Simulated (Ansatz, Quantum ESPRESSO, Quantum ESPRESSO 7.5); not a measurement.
## Al2O2, 1 layer: biaxial strain by an ASE script

Wanted: deformation of the bands of Al2O2, 1 layer, driven from Python.

Program: Quantum ESPRESSO 7.5. Level of theory: plane-wave DFT, PBE, GBRV ultrasoft pseudopotentials (geometry by Ansatz 0.2.0 with PAW datasets; geometry under PBE). Results are calculated unless marked as measured.

## Step 1: The structure

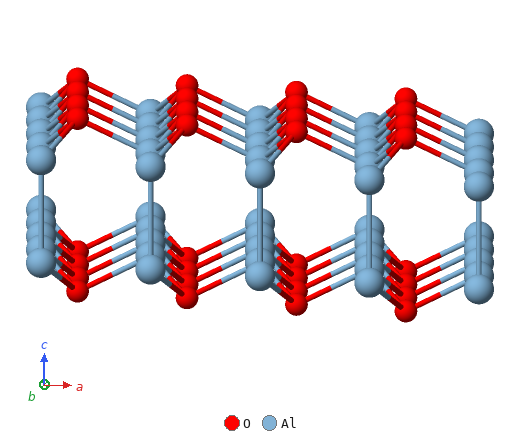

Start, viewed nearly edge on; oxygen red, aluminium light blue. 4×4×1 cells are drawn. Some periodic images of atoms are drawn too.

The cell holds 4 atoms: 2 O and 2 Al. Cell: a = 2.964 Å, b = 2.964 Å, c = 19.071 Å, α = 90.0°, β = 90.0°, γ = 120.0°. It derives from Al2O2. Vacuum lies along c.

## Step 2: Relaxation with Ansatz

The geometry comes first, from a plane-wave PAW code, so that the later runs on this slab share one structure.

input.yaml reads:

```yaml
crystal:
  lattice:
    - [2.964, 0.0, 0.0]
    - [-1.482, 2.5668992968, 0.0]
    - [0.0, 0.0, 19.0711426347]
  atoms:
    - { symbol: O, position: [0.3333333333, 0.6666666667, 0.3932643232] }
    - { symbol: Al, position: [0.0, 0.0, 0.4365533559] }
    - { symbol: Al, position: [0.0, 0.0, 0.5634466441] }
    - { symbol: O, position: [0.3333333333, 0.6666666667, 0.6067356768] }
kpoints:
  mp_grid: { grid: [12, 12, 1] }
hamiltonian:
  xc: pbe
scf:
  occupations: { method: fermi_dirac, width: 0.05 }
  convergence: { dr2_threshold: 1.0e-08 }
efield:
  axis: 3
  dipole_correction: true
  ramp_position: 0.97
  ramp_width: 0.04
relax:
  f_tol: 0.01
  cell: { fix: [c, alpha, beta] }
output:
  write_potential: true
  write_density: true
  volumetric_format: npy
```

Command:

```sh
ansatz run input.yaml --threads 2 --pin off --max-ram 4096MiB --backend cpu --events-out ev --progress --plain --runs-dir out
```

Numbers of over 12 decimals in the logs are rounded to 6 here.

Log:

```text
Warning: relax.cell: scf.convergence.dr2_threshold = 1e-8 eV is looser than the 4e-10 eV advised for a relaxation that steers and ends on the stress (1e-10 eV for each atom of the cell: 4). What an SCF threshold leaves in a stress goes as its square root, and in the free energy as the threshold itself, and one threshold admits the most on a small cell: [figures from the program's tests cut] Set scf.convergence.dr2_threshold to 4e-10 eV or tighter. The threshold is an SCF's pass mark: one that does not reach it within its budget of iterations ends unconverged, or closes short of it on a stop that the run arms, and scf.convergence.dr2_threshold's page says what that costs each kind of run
Engine: ansatz 0.2.0, aarch64-unknown-linux-gnu
Pseudopotentials: kind: paw
Pseudopotential: O, paw, valence charge 6, recommended cutoff 420 eV (normal), O.paw.azcp
Pseudopotential: Al, paw, valence charge 3, recommended cutoff 420 eV (normal), Al.paw.azcp
Functional definition: PBE
  parameter kappa = 0.804
  parameter beta = 0.066725
  exchange = pbe_x(kappa = kappa, mu = beta*pi^2/3)
  correlation = pbe_c(beta = beta)
Crystal: 4 atoms, lattice volume = 145.099 Å³
Basis set: ecut = 420 eV, 2787 PW (Γ), exchange–correlation on 40×40×256 points (8 copies of the dense FFT grid, shifted against one another)
Bands: 13, of which v1, the nominal top of the filled ones, is band 9 counted from 1 (8 counted from 0)
Symmetry: 6 space group operations
k-points: 19 of 144 (time reversal used)
Non-local potential: O, projectors of the file, l = 0: 2, l = 1: 2, l = 2: 1
Non-local potential: Al, projectors of the file, l = 0: 2, l = 1: 2, l = 2: 1
PAW form: soft (Blöchl's): semilocal exchange-correlation on the pseudo side does not see the compensation charge
PAW one-centre angular grid: O, 110 points (default); XC on 64 Gauss nodes
PAW one-centre angular grid: Al, 110 points (default); XC on 64 Gauss nodes
Initial density: superposition of atomic densities (neutral atoms: chi_scale 0, normalization atom), corrected by the library's trained network
Initial wavefunctions: pseudopotential atomic-orbital guess
Functional: x = pbe(κ = 0.804, μ = 0.219515), c = pbe(β = 0.066725)
SCF iter   1: F=—  HF=-2213.425877 eV  |F-HF|=—  |Δ(HF+E_count)|=         —  Δρ=4.99e-3  dr2=3.73e-2  ethr=1.77e-3  p=-0.000 e·Å  D=-1.44e-4 V/Å  ΔV_dip=0.00 eV  dr2_dipole=5.44e-8  V_vac-E_F(+/−)=6.65/6.65 eV  ⟨swp⟩=10.2  Hψ=2181  notcnv=0
efield: sawtooth ramp at fractional position 0.9700 (set: `efield.ramp_position`, or a place that a band, a saddle search or an elastic batch's reference lends), width 0.0400; the density the first Hamiltonian is built on has a dipole p = -0.000 e·Å; the dipole correction subtracts the counter field D = -1.44e-4 V/Å, which shifts the + side's vacuum level by +0.00 eV against the − side's; the planar-averaged density in the ramp window peaks in size at 6.5e-6 e/Å³
preconditioner: auto → none  [insulator: Δε(μ)=1.576 eV  Ē_g=12.774 eV  σ=0.050 eV  W_gap=1.00  n_scr=10 (ndim 8)  ℏωp=13.1 eV  f_vac=0.622  D(μ)=0.00/eV (n_scr^D=0)  ε∞_Penn≈2.0]
SCF iter   2: F=—  HF=-2213.428134 eV  |F-HF|=—  |Δ(HF+E_count)|=   2.26e-3  Δρ=4.24e-3  dr2=3.53e-2  ethr=2.07e-4  p=0.000 e·Å  D=3.97e-5 V/Å  ΔV_dip=-0.00 eV  dr2_dipole=6.49e-8  V_vac-E_F(+/−)=6.27/6.27 eV  ⟨swp⟩=3.2  Hψ=677  notcnv=0
SCF iter   3: F=—  HF=-2213.420705 eV  |F-HF|=—  |Δ(HF+E_count)|=   7.43e-3  Δρ=1.21e-3  dr2=1.20e-3  ethr=1.96e-4  p=-0.000 e·Å  D=-6.29e-5 V/Å  ΔV_dip=0.00 eV  dr2_dipole=1.92e-8  V_vac-E_F(+/−)=6.42/6.42 eV  ⟨swp⟩=2.4  Hψ=446  notcnv=0
SCF iter   4: F=—  HF=-2213.422477 eV  |F-HF|=—  |Δ(HF+E_count)|=   1.77e-3  Δρ=1.33e-4  dr2=1.33e-5  ethr=6.68e-6  p=0.000 e·Å  D=1.51e-4 V/Å  ΔV_dip=-0.00 eV  dr2_dipole=4.30e-7  V_vac-E_F(+/−)=6.34/6.34 eV  ⟨swp⟩=3.0  Hψ=575  notcnv=0
SCF iter   5: F=—  HF=-2213.422620 eV  |F-HF|=—  |Δ(HF+E_count)|=   1.42e-4  Δρ=8.13e-5  dr2=1.75e-5  ethr=7.40e-8  p=-0.000 e·Å  D=-4.96e-4 V/Å  ΔV_dip=0.01 eV  dr2_dipole=4.01e-6  V_vac-E_F(+/−)=6.35/6.34 eV  ⟨swp⟩=2.9  Hψ=539  notcnv=0
SCF iter   6: F=—  HF=-2213.422622 eV  |F-HF|=—  |Δ(HF+E_count)|=   1.89e-6  Δρ=4.95e-5  dr2=6.82e-6  ethr=7.40e-8  p=0.000 e·Å  D=3.16e-4 V/Å  ΔV_dip=-0.01 eV  dr2_dipole=1.60e-6  V_vac-E_F(+/−)=6.34/6.34 eV  ⟨swp⟩=2.3  Hψ=367  notcnv=0
SCF iter   7: F=—  HF=-2213.422624 eV  |F-HF|=—  |Δ(HF+E_count)|=   2.06e-6  Δρ=1.94e-5  dr2=9.94e-7  ethr=3.79e-8  p=0.000 e·Å  D=1.08e-4 V/Å  ΔV_dip=-0.00 eV  dr2_dipole=2.03e-7  V_vac-E_F(+/−)=6.34/6.34 eV  ⟨swp⟩=1.3  Hψ=262  notcnv=0
SCF iter   8: F=—  HF=-2213.422624 eV  |F-HF|=—  |Δ(HF+E_count)|=   4.09e-7  Δρ=5.36e-6  dr2=5.63e-8  ethr=5.52e-9  p=0.000 e·Å  D=2.25e-5 V/Å  ΔV_dip=-0.00 eV  dr2_dipole=9.19e-9  V_vac-E_F(+/−)=6.34/6.34 eV  ⟨swp⟩=2.5  Hψ=373  notcnv=0
SCF iter   9: F=-2213.422624 eV  HF=-2213.422624 eV  |F-HF|=5.72e-10  |Δ(HF+E_count)|=   8.19e-9  Δρ=9.06e-7  dr2=1.13e-9  ethr=5.56e-11  p=0.000 e·Å  D=3.86e-6 V/Å  ΔV_dip=-0.00 eV  dr2_dipole=1.35e-10  V_vac-E_F(+/−)=6.34/6.34 eV  ⟨swp⟩=9.6  Hψ=1684  notcnv=0
SCF 1 converged in 9 iterations: F = -2213.422624 eV  dr2 = 1.13e-9
  greatest PAW one-centre occupation: 0.864 electrons in one spin orbital (limit 2), on the O atom at site 0 (counted from 0), in its partial waves of l = 0
relax step   1: F+E_penalty+E_count = -2213.42262429 eV  Δ(F+E_penalty+E_count) = +0.000e0 eV  max|allowed force component| = 3.744e0 eV/Å  Δτ_max = 0.0000 Å  P = -1.503 GPa  Ω = 145.099 Å³  fix = [c, alpha, beta]  reactions: c +0.196 GPa  (9 SCF iters, accepted)
Crystal: 4 atoms, lattice volume = 151.759 Å³
Basis set: ecut = 420 eV, 2955 PW (Γ), exchange–correlation on 40×40×256 points (8 copies of the dense FFT grid, shifted against one another)
Initial density: handed on by an earlier stage of this run
Initial wavefunctions: those handed on with the density
iter 1 solved again at ethr=9.08e-4 eV; its pass at ethr=3.10e-3 eV (dr2=1.63e-1 eV) is discarded
SCF iter   1: F=—  HF=-2213.893741 eV  |F-HF|=—  |Δ(HF+E_count)|=         —  Δρ=6.24e-3  dr2=1.62e-1  ethr=9.08e-4  p=0.000 e·Å  D=8.62e-6 V/Å  ΔV_dip=-0.00 eV  dr2_dipole=3.38e-10  V_vac-E_F(+/−)=5.51/5.51 eV  ⟨swp⟩=1.5  Hψ=2140  notcnv=0
[...]
relax step   5: F+E_penalty+E_count = -2213.92603937 eV  Δ(F+E_penalty+E_count) = -4.155e-4 eV  max|allowed force component| = 1.004e-3 eV/Å  Δτ_max = 0.0011 Å  P = +0.003 GPa  Ω = 145.288 Å³  energy of the carried Pulay correction = -2.144e-4 eV  fix = [c, alpha, beta]  reactions: c -0.002 GPa  (7 SCF iters, accepted)
Initial wavefunctions: pseudopotential atomic-orbital guess (no wavefunctions were taken with the density)
iter 1 solved again at ethr=1.17e-6 eV; its pass at ethr=3.10e-3 eV (dr2=2.10e-4 eV) is discarded
SCF iter   1: F=—  HF=-2213.926216 eV  |F-HF|=—  |Δ(HF+E_count)|=         —  Δρ=1.79e-5  dr2=3.09e-8  ethr=1.17e-6  p=-0.000 e·Å  D=-2.00e-7 V/Å  ΔV_dip=0.00 eV  dr2_dipole=4.26e-10  V_vac-E_F(+/−)=4.27/4.27 eV  ⟨swp⟩=3.3  Hψ=2683  notcnv=0
efield: sawtooth ramp at fractional position 0.9700 (set: `efield.ramp_position`, or a place that a band, a saddle search or an elastic batch's reference lends), width 0.0400; the density the first Hamiltonian is built on has a dipole p = -0.000 e·Å; the dipole correction subtracts the counter field D = -2.00e-7 V/Å, which shifts the + side's vacuum level by +0.00 eV against the − side's; the planar-averaged density in the ramp window peaks in size at 4.6e-6 e/Å³
eigensolver tolerance schedule: the retry pair's looser diagonalisation over-reported the residual by 6797.31 of it (diagonalisation noise at an unbounded share of the residual, at the tolerance the schedule requests for it); recorded, not acted on — ethr = c·dr2/N_el stays at c = 1.0e-1
preconditioner: auto → none  [insulator: Δε(μ)=1.290 eV  Ē_g=13.453 eV  σ=0.050 eV  W_gap=1.00  n_scr=10 (ndim 8)  ℏωp=13.1 eV  f_vac=0.626  D(μ)=0.00/eV (n_scr^D=0)  ε∞_Penn≈1.9]
SCF iter   2: F=—  HF=-2213.926271 eV  |F-HF|=—  |Δ(HF+E_count)|=   5.51e-5  Δρ=8.88e-6  dr2=1.35e-8  ethr=1.72e-10  p=0.000 e·Å  D=1.61e-5 V/Å  ΔV_dip=-0.00 eV  dr2_dipole=1.48e-9  V_vac-E_F(+/−)=4.27/4.27 eV  ⟨swp⟩=3.7  Hψ=623  notcnv=0
SCF iter   3: F=—  HF=-2213.926288 eV  |F-HF|=—  |Δ(HF+E_count)|=   1.71e-5  Δρ=5.14e-6  dr2=1.59e-8  ethr=5.56e-11  p=-0.000 e·Å  D=-1.12e-5 V/Å  ΔV_dip=0.00 eV  dr2_dipole=3.45e-9  V_vac-E_F(+/−)=4.27/4.27 eV  ⟨swp⟩=13.8  Hψ=2059  notcnv=0
iter 4 met the thresholds in force, and the SCF goes on: an eigenvalue changes by 21.98 meV, over its tolerance of 3.16 meV (output.eigenvalues, Limitations)
SCF iter   4: F=-2213.926302 eV  HF=-2213.926296 eV  |F-HF|=5.95e-6  |Δ(HF+E_count)|=   7.40e-6  Δρ=2.73e-6  dr2=2.84e-9  ethr=5.56e-11  p=0.000 e·Å  D=1.20e-5 V/Å  ΔV_dip=-0.00 eV  dr2_dipole=5.52e-10  V_vac-E_F(+/−)=4.27/4.27 eV  ⟨swp⟩=8.3  Hψ=1818  notcnv=0
iter 5 met the thresholds in force, and the SCF goes on: an eigenvalue changes by 3.80 meV, over its tolerance of 3.16 meV (output.eigenvalues, Limitations)
SCF iter   5: F=-2213.926302 eV  HF=-2213.926301 eV  |F-HF|=1.20e-6  |Δ(HF+E_count)|=   4.75e-6  Δρ=8.15e-7  dr2=1.99e-10  ethr=1.58e-11  p=0.000 e·Å  D=6.95e-6 V/Å  ΔV_dip=-0.00 eV  dr2_dipole=3.21e-11  V_vac-E_F(+/−)=4.27/4.27 eV  ⟨swp⟩=8.4  Hψ=1720  notcnv=0
Mixer restart at iter 5: flushing history
SCF iter   6: F=-2213.926302 eV  HF=-2213.926302 eV  |F-HF|=3.40e-9  |Δ(HF+E_count)|=   1.20e-6  Δρ=8.50e-7  dr2=2.85e-9  ethr=1.11e-12  p=-0.000 e·Å  D=-1.99e-6 V/Å  ΔV_dip=0.00 eV  dr2_dipole=6.78e-10  V_vac-E_F(+/−)=4.27/4.27 eV  ⟨swp⟩=7.5  Hψ=1747  notcnv=0
SCF 6 converged in 6 iterations: F = -2213.926302 eV  dr2 = 2.85e-9
relax step   6: F+E_penalty+E_count = -2213.92630170 eV  Δ(F+E_penalty+E_count) = -2.623e-4 eV  max|allowed force component| = 1.040e-3 eV/Å  Δτ_max = 0.0000 Å  P = +0.002 GPa  Ω = 145.288 Å³  fix = [c, alpha, beta]  reactions: c +0.005 GPa  stress off target by 3.76e-5 GPa on what of the cell is left free  SCF on the basis re-selected at this cell (its energy is not comparable with the rows above)  (6 SCF iters)
basis re-selected at this cell: Δ(F+E_penalty+E_count) = -2.623e-4 eV, ΔP = -0.002 GPa vs the last step (what re-selecting the basis moved, of the pressure what is left beyond the Pulay correction that the steps carried, after the strain that the cell walked since its last selection, with what the two solves' SCF thresholds leave and, on support functions, any second-order correction that the steps lacked; it is no m [...]
WARN: The output density's exchange-correlation potential varies sharply where the density is thin. Do not read a vacuum level from v_tot or v_xc, or from such a field of the output density. On a cell that repeats whose density bears no net charge and no dipole along the vacuum's axis use v_es (v_loc + v_h of the components); under efield.dipole_correction with no amplitude use v_es + v_field, which holds any externa [...]
SCF converged after 6 iterations
an eigenvalue changed by more than its tolerance at an iteration that met the thresholds in force, so the SCF went on 2 times, its first undamped step at iteration 5: the last check found none over its tolerance
Free energy (F): -2213.926302 eV
Harris-Foulkes:  -2213.926302 eV  (|F-HF|=3.40e-9)
Internal energy: -2213.926302 eV  (E = F + TS)
E sigma→0 (E₀):  -2213.926302 eV
Entropy (-TS):   -0.000000 eV (-0.000 meV/atom)
Fermi energy:    -0.215822 eV
Dipole field:    D = 0.000039 V/Å  (p = 0.000031 e·Å, saw-weighted, corrected)
Work function:   Φ+ = 4.2733 eV   Φ− = 4.2740 eV
Levels:          The Fermi level and band energies are counted from a zero that moves with the ramp; work functions are not
--- Per-component energies (eV) ---
  E_band       = -167.897963
  E_kinetic    = 403.027318
  E_local      = -6344.522249  (includes V_loc(G=0)·N_el)
  E_nonlocal   = 115.805309
  E_hartree    = 2992.884971
  E_xc         = -228.541591
  E_vxc        = -248.137449  (∫ρ·V_xc dr)
  E_paw        = -1251.881096  (= ΣΔE_a)
  E_vpaw       = -79.845851  (= ΣTr[D̂ρ^β])
  E_aug_tail   = 0.004997  (compensation charges beyond the density's cutoff)
  E_efield     = 0.000000  (sawtooth field / dipole correction)
  E_vefield    = -0.000134  (∫n·V_field dr)
  E_ewald      = 2099.296038
  E_smearing   = -0.000000  (= −TS)
  E_closure    = 0.000000  (closes the sum)
  Σ components = -2213.926302   (vs F -2213.926302, Δ=0.00e0)
--- Forces (eV/Å), atoms counted from 1 ---
  atom   1  O     -0.00000000    -0.00000000    -0.00104250
  atom   2  Al     0.00000000     0.00000000    -0.00063346
  atom   3  Al     0.00000000     0.00000000     0.00070847
  atom   4  O      0.00000000    -0.00000000     0.00095572
  max |Σ_I F_I| component: 1.18e-5 eV/Å
--- Stress (GPa, compression-positive) ---
        0.000038      -0.000000      -0.000000
       -0.000000       0.000038       0.000000
       -0.000000       0.000000       0.005265
  P = ⅓ Tr σ = 0.0018 GPa (0.018 kbar)
--- Band table (eV; the first three rows and the last of 19) ---
  k-point 0: bands = [... 5 lower, -5.4101, -5.3899, -5.3899, -3.2695, 0.8217, 2.9773, 3.9490, 4.0699]
  k-point 1: bands = [... 5 lower, -5.7033, -5.4587, -5.4373, -3.1065, 1.1565, 3.1699, 4.0826, 4.2565]
  k-point 2: bands = [... 5 lower, -5.9832, -5.5881, -5.5634, -2.7894, 1.9481, 3.6437, 4.4507, 4.7620]
  k-point 18: bands = [... 5 lower, -7.8756, -5.4124, -4.9671, -0.8496, 0.6455, 3.5531, 4.9391, 7.4131]
--- Relaxed structure (5 steps of the walk, 5 accepted, 1 SCFs on fresh bases) ---
  F+E_penalty+E_count = -2213.92630170 eV   max|allowed force component| = 1.040e-3 eV/Å   (the final SCF, on the basis selected at the relaxed cell)
  cell:  # Å, volume = 145.2884 Å³
    - [2.965937, 0, 0]
    - [-1.482968, 2.568576, 0]
    - [0, 0, 19.0711426347]
  atoms:
    - { symbol: O, position: [0.333333, 0.666667, 0.396521] }
    - { symbol: Al, position: [0, -3.700743415524895e-17, 0.431264] }
    - { symbol: Al, position: [0, -3.7007434155248924e-17, 0.568736] }
    - { symbol: O, position: [0.333333, 0.666667, 0.603479] }
```

It took 11 s on 2 threads of Arm Neoverse V2, shared host; peak memory 0.34 GiB; 22 s of CPU time.

Step by step:

| step | energy less that of the first step (eV) | largest force component (eV/Å) | pressure (GPa) | volume (Å³) |
| --- | --- | --- | --- | --- |
| 1 | 0.0000 | 3.7442 | -1.50 | 145.10 |
| 2 | -0.4147 | 0.6584 | -2.47 | 151.76 |
| 3 | -0.4850 | 0.2189 | -1.15 | 148.21 |
| 4 | -0.5030 | 0.0367 | -0.11 | 145.52 |
| 5 | -0.5034 | 0.0010 | 0.00 | 145.29 |
| 6* | -0.5037 | 0.0010 | 0.00 | 145.29 |

Relaxation steps marked * repeat the geometry before them on a plane-wave basis chosen anew for their cell, so energy and pressure can jump there.

Forces are held to the 6 operations that the run works with; a distortion that breaks them can't arise in this run.

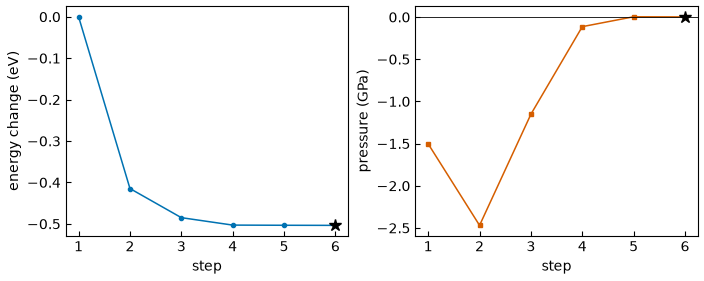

Energy and pressure along the relaxation. Stars mark steps on a basis chosen anew.

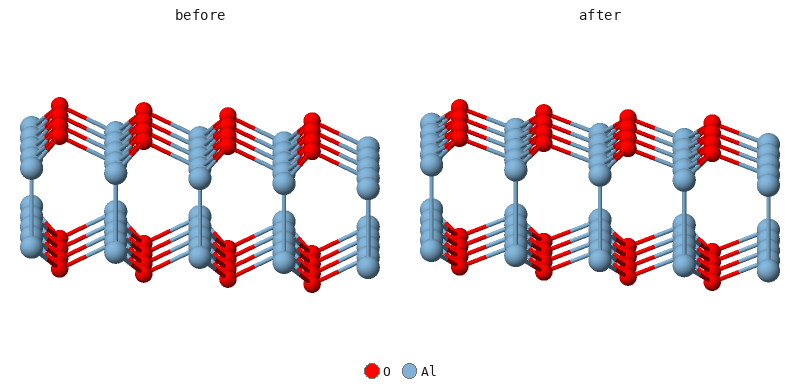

The structure before and after the relaxation, drawn at the same scale.

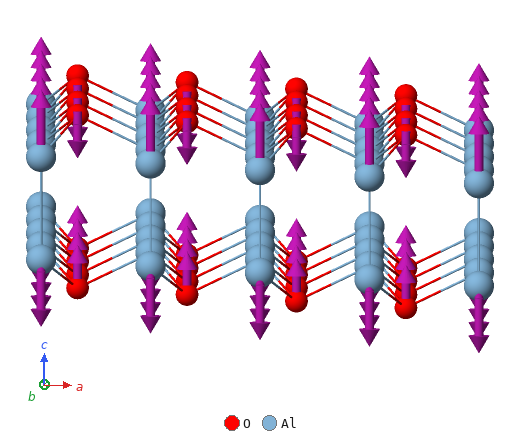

Displacements in the relaxation, exaggerated, measured against the changing cell; the longest in the cell stands for 0.10 Å. 4×4×1 cells are drawn. Some periodic images of atoms are drawn too.

| cell as run | before | after | change |
| --- | --- | --- | --- |
| a (Å) | 2.964 | 2.966 | +0.1 % |
| b (Å) | 2.964 | 2.966 | +0.1 % |

The atoms that moved most (Å, along periodic axes as changes of fractional coordinates times the final cell, across vacuum about the mean position):

| atom | dx | dy | dz | length |
| --- | --- | --- | --- | --- |
| Al2 | 0.000 | 0.000 | -0.101 | 0.101 |
| Al3 | 0.000 | 0.000 | 0.101 | 0.101 |
| O1 | 0.000 | 0.000 | 0.062 | 0.062 |
| O4 | 0.000 | 0.000 | -0.062 | 0.062 |

Final coordinates:

```xyz
4
Lattice="2.9659 0.0000 0.0000 -1.4830 2.5686 0.0000 0.0000 0.0000 19.0711" Properties=species:S:1:pos:R:3
O     0.0000    1.7124    7.5621
Al    0.0000    0.0000    8.2247
Al    0.0000    0.0000   10.8465
O     0.0000    1.7124   11.5090
```

This step gave:

| Item | Value |
| --- | --- |
| free energy | -2213.9263 eV |
| Fermi energy | -0.2158 eV |
| gap by band count | 1.289 eV |
| symmetry operations | 6 |
| dipole along the normal | 3.14e-5 e·Å |
| vacuum level at the upper face over a Fermi level inside the gap | 4.273 eV |
| vacuum level at the lower face over a Fermi level inside the gap | 4.274 eV |

(Part 1 of 2 ends here.)

[Logs are printed without paths, hosts, clocks, repeated set-up lines and the standing remarks that a program may print on its own settings, such as how far it seeks lower states.]

[Hosts, paths, dates, database ids (printed as entryN), source tags and the programs' standing remarks are cut or masked in the printed files.]

[Maps of the electrostatic potential energy from Ansatz leave out the sawtooth potential of an applied field or a dipole correction, so their vacuum need not be flat; planar profiles and work functions include it.]
